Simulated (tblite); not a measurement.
# C5H14Si2: the cost of one run

Computed with tblite 0.8.0 and PySCF 2.14.0, with density-fitted response routines of our own, on a single molecule in the gas phase. Atoms are numbered from 0 throughout.

## Step 1: Starting geometry

21 atoms, charge 0, multiplicity 1; geometry from: force field or distance geometry start.

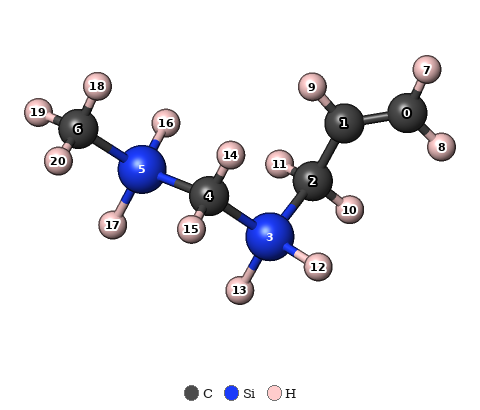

As it starts; carbon dark grey, silicon blue, hydrogen pink, atoms numbered.

## Step 2: Optimising the geometry with GFN2-xTB

Job settings and geometry (Å):

```
{"job": {"kind": "relax", "xc": "GFN2-xTB", "basis": "xTB"}, "charge": 0, "multiplicity": 1}
C     -3.567000     0.763000     0.705700
C     -2.286400     0.436400     0.786200
C     -1.722600    -0.918000     0.409600
Si    -0.551000    -0.899500    -1.063300
C      0.859000     0.280000    -0.879400
Si     1.970600    -0.329600     0.455400
C      3.430700     0.800000     0.682500
H     -3.913000     1.752200     1.023100
H     -4.315300     0.071400     0.324900
H     -1.587100     1.159900     1.208600
H     -2.554500    -1.606000     0.169300
H     -1.225200    -1.341600     1.280300
H     -1.318600    -0.531100    -2.263700
H     -0.047600    -2.285800    -1.305800
H      0.490600     1.296700    -0.658500
H      1.408200     0.346600    -1.818700
H      1.230100    -0.397700     1.743000
H      2.473400    -1.697000     0.144600
H      3.106200     1.811900     0.954600
H      4.088600     0.437300     1.492300
H      4.021900     0.867800    -0.225300
```

Run with:

```console
$ OMP_NUM_THREADS=1 python probes_run.py task.json out
```

One launch serves the whole session: the jobs run in the order shown.

Q: Estimate the wall time and peak memory of this first job on 1 thread of Intel Xeon at 2.50GHz, shared host.

About 3.6 s, with a peak of 0.18 GiB.
